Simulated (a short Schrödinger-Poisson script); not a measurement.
Stack: MOS inversion layer, SiO2 on p-type Ge(111), at 400 K.

| layer | material | thickness (nm) | Na (cm⁻³) |
|---|---|---|---|
| 1 | SiO2 | 1.3 | - |
| 2 | Ge | 1700 | 6.2e16 |

The device is made up for the run: typed textbook-type constants, with dimensions and the other settings drawn at random. SiO2: permittivity 3.9, conduction-band edge (eV) 3.1, gap (eV) 9, electron mass (mₑ) 0.5. Ge: permittivity 16, conduction-band edge (eV) 0, gap (eV) 0.664, Nv at 300 K (cm⁻³) 6e18.

Channel valleys (confinement mass, in-plane density-of-states mass, number): L1 1.59, 0.08, 1; L3 0.09, 0.34, 3. At the gate the conduction-band edge of layer 1 lies 3.4 eV − eVg above the Fermi level of the channel; the field vanishes at the back. Gaps are held at their typed values at every temperature. Mesh 0.03 nm at interfaces.

From a short Schrödinger-Poisson script (our own, NumPy): 1D Poisson equation in equilibrium, electrons quantum, Hartree (BenDaniel-Duke, 12 states a valley, the channel's in-plane mass for all, wave functions ending at the dielectric), parabolic valleys, classical holes, full ionisation, no traps, pinning or gate leakage.

Only gate voltages with over 1e8 electrons/cm² are shown.

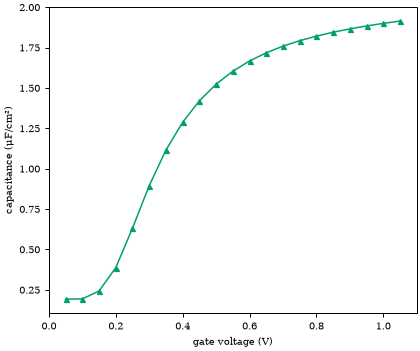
Figure. Quasi-static capacitance against gate voltage

```csv
Vg (V),electrons (cm⁻²),C (μF/cm²),L1 E0 (meV),L1 E1 (meV),L3 E0 (meV),L3 E1 (meV)
0.05,4.49e9,0.192,296.5,310.7,326.6,360.8
0.1,1.06e10,0.194,251.8,267.4,284.7,322.4
0.15,3.02e10,0.242,207.6,224.5,243.3,284.1
0.2,8.65e10,0.387,165.8,184.3,204.7,248.6
0.25,2.15e11,0.632,129.0,149.8,172.3,219.6
0.3,4.35e11,0.895,98.5,122.5,147.7,198.4
0.35,7.38e11,1.12,73.7,101.3,129.5,183.8
0.4,1.11e12,1.29,53.2,84.6,116.0,173.6
0.45,1.52e12,1.42,35.8,71.1,105.5,166.3
0.5,1.98e12,1.52,20.7,59.8,97.2,160.8
0.55,2.47e12,1.60,7.2,50.0,90.3,156.5
0.6,2.98e12,1.67,-5.0,41.5,84.5,153.0
0.65,3.50e12,1.72,-16.2,33.8,79.4,150.2
0.7,4.04e12,1.76,-26.7,26.7,74.9,147.7
0.75,4.60e12,1.79,-36.6,20.2,70.9,145.7
0.8,5.16e12,1.82,-46.1,14.1,67.2,143.8
0.85,5.73e12,1.85,-55.1,8.3,63.8,142.2
0.9,6.31e12,1.87,-63.9,2.8,60.7,140.8
0.95,6.90e12,1.88,-72.4,-2.5,57.7,139.5
1,7.49e12,1.90,-80.6,-7.6,54.9,138.3
1.05,8.08e12,1.91,-88.7,-12.6,52.3,137.2
```

Subbands count from the Fermi level.

Only the L valleys are kept; under strong confinement the Δ valleys of Ge fill too.
